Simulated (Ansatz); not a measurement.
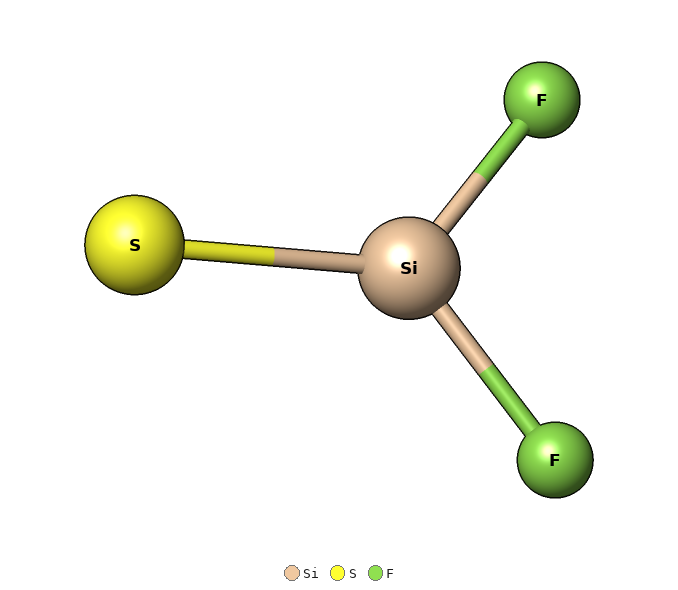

Sticks follow a distance rule. Harmonic vibrations computed with RKS PBE0-D4/def2-TZVP (Ansatz 0.2.0) at a stationary point of the same level.

Minimum or transition state?

Answer. A minimum: no imaginary frequency, and the lowest mode lies at 247 cm⁻¹.

List the wavenumbers.

Answer. 6 modes: 247, 309, 335, 645, 980, 1012 cm⁻¹.
